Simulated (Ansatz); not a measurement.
| atom | x (Å) | y (Å) | z (Å) |
| --- | --- | --- | --- |
| C | -0.4904 | -0.2324 | 0.1325 |
| C | -0.5570 | 1.1042 | 0.8879 |
| C | -0.1815 | 0.8349 | 2.3466 |
| O | 0.9003 | -0.0789 | 2.3849 |
| P | 2.9357 | -0.5405 | -0.0856 |
| Si | 1.0012 | -1.0112 | 0.9879 |
| H | 2.8256 | -1.6878 | -0.9342 |
| H | 3.7428 | -1.2245 | 0.8751 |
| H | 0.8679 | -2.4646 | 1.3057 |
| H | -1.3877 | -0.8452 | 0.3247 |
| H | -0.4019 | -0.1025 | -0.9558 |
| H | -1.5461 | 1.5847 | 0.8149 |
| H | 0.1763 | 1.8050 | 0.4539 |
| H | -1.0443 | 0.4091 | 2.8947 |
| H | 0.1140 | 1.7602 | 2.8669 |

Geometry: PBE0-D3(BJ)/def2-SVP.

Computed with isolated molecule in a Gaussian basis; Kohn-Sham density functional theory, functional PBE0 in Ansatz 0.2.0.

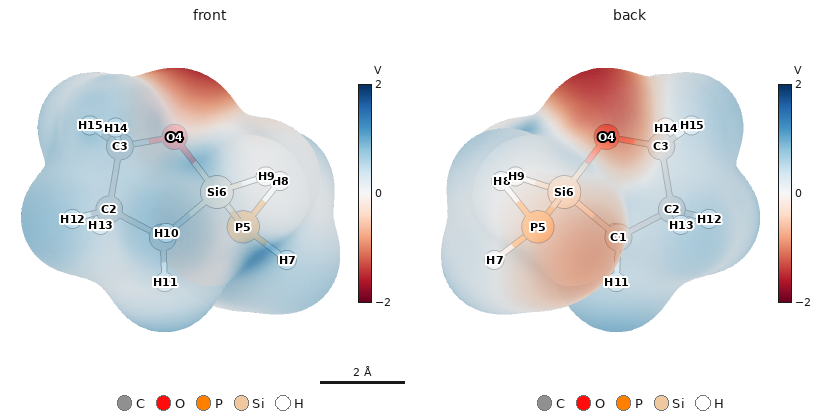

C₃H₉OPSi. The electrostatic potential painted on the density surface at 0.002 e/bohr³, seen from the front and from behind; the colour scale runs from red (negative) to blue (positive).

Question: Which sites attract a positive test charge, and which a negative one?

Answer: A positive charge is drawn to the negative regions and a negative charge to the positive ones. The most negative region (about −1.5 V, or −35 kcal/mol for a unit charge) lies over O4, the most positive (about +1.2 V, or +28 kcal/mol for a unit charge) over Si6. O4 is the likeliest acceptor of a hydrogen bond.
